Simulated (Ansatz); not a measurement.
Cl3H3OZr

Input

```
crystal:
  periodic: [false, false, false]
  atoms:
    - {symbol: Zr, position_ang: [-0.309474, 0.187941, -0.573129]}
    - {symbol: O, position_ang: [1.218938, -0.150419, 0.882750]}
    - {symbol: Cl, position_ang: [0.328429, -1.738352, -1.738341]}
    - {symbol: Cl, position_ang: [-2.630753, 0.100333, -0.842553]}
    - {symbol: Cl, position_ang: [0.385872, 2.155709, -1.583839]}
    - {symbol: H, position_ang: [0.174181, 0.061012, 1.441652]}
    - {symbol: H, position_ang: [-0.824297, 0.372270, 1.357272]}
    - {symbol: H, position_ang: [1.657104, -0.988495, 1.056188]}
basis:
  gaussian: {orbitals: def2-TZVPP}
hamiltonian: {xc: pbe0, dispersion: d4}
output: {orbitals: {seedname: orbitals}}
```

Launched as:

```sh
ansatz run in.yaml --threads 8 --pin off --events-out ev --progress --plain --max-ram 19148MiB
```

A transition-state structure; geometry: PBE0-D4/def2-TZVP; core potentials replace the inner electrons of Zr.

Theory: Ansatz 0.2.0, RKS PBE0-D4/def2-TZVPP.

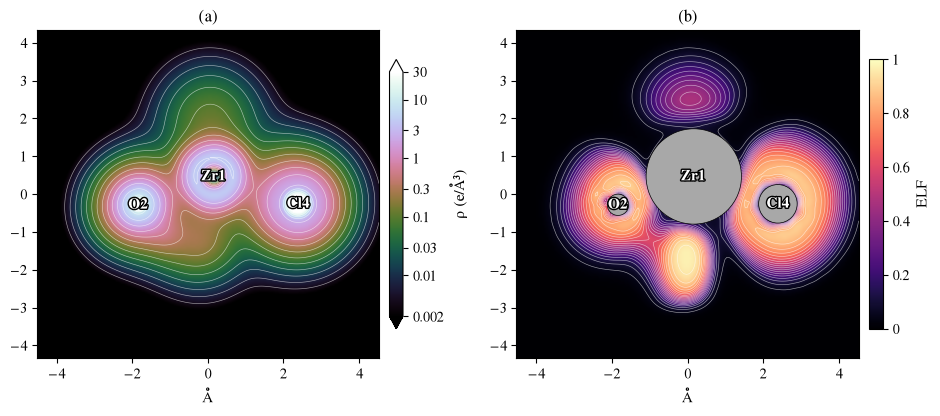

Figure 1. (a) electron density; (b) electron localisation function on the plane of atoms O2, Zr1 and Cl4. Grey discs cover the atomic cores in the ELF map.

### Read the bonding off the picture.

- The section cuts through Zr, O and Cl sites.
- Zr–O (2.14 Å): ρ is about 0.6 e/Å³ halfway; the ELF peaks at about 0.85 in the valence shell of O, 0.6 Å from its nucleus, and drops to about 0.20 between the two atoms.
- Zr–Cl (2.34 Å): ρ at the midpoint is about 0.63 e/Å³; the ELF peaks at about 0.85 in the valence shell of Cl, 0.9 Å from its nucleus, and is about 0.35 at the midpoint.

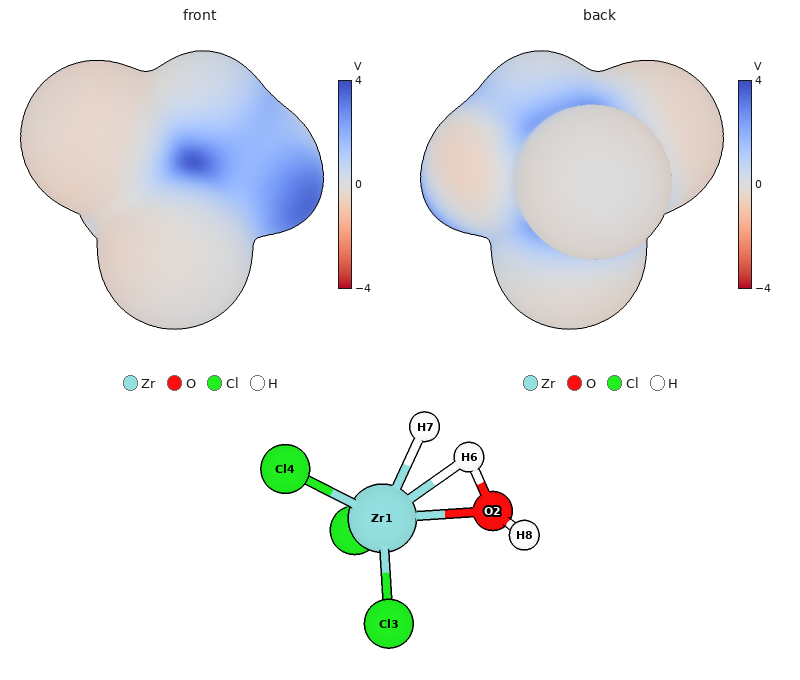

Figure 2. The molecular electrostatic potential painted on the density surface at 0.002 e/bohr³, seen from the front and from behind; the colour scale runs from red (negative) to blue (positive). The bare structure is drawn below in the same view.

### Where is the surface potential most negative and most positive?

The most negative region (about −0.5 V, or −12 kcal/mol for a unit charge) lies over O2, the most positive (about +3.3 V, or +76 kcal/mol for a unit charge) over Zr1 and H8.

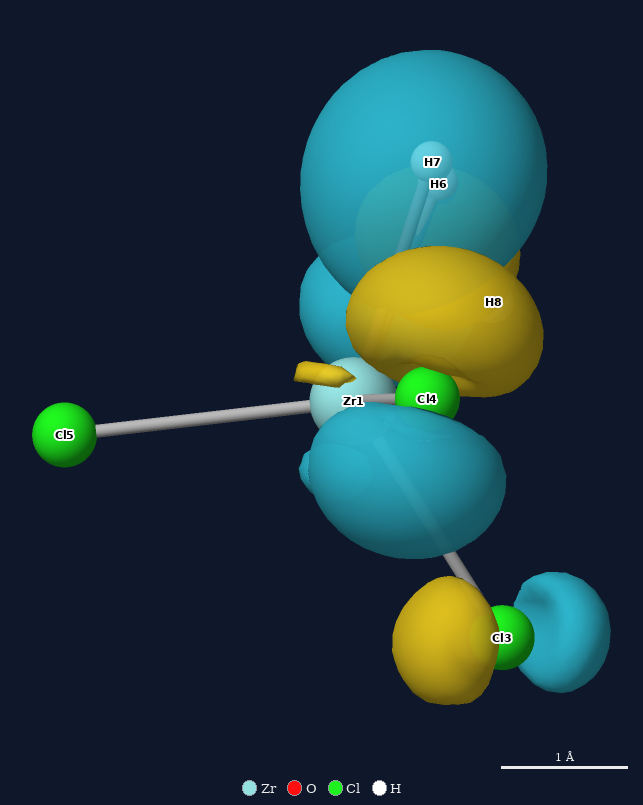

Figure 3. One frontier orbital at ±0.15 Å⁻³ᐟ² (yellow and cyan are the two phases), seen at an oblique angle.

### Which orbital is it: HOMO or LUMO?

The HOMO, at −8.79 eV. It lies mainly on Cl4 (about 25 %), H7 (about 25 %), O2 (about 20 %), Zr1 (about 15 %), Cl3 (about 10 %) and H6 (about 5 %).
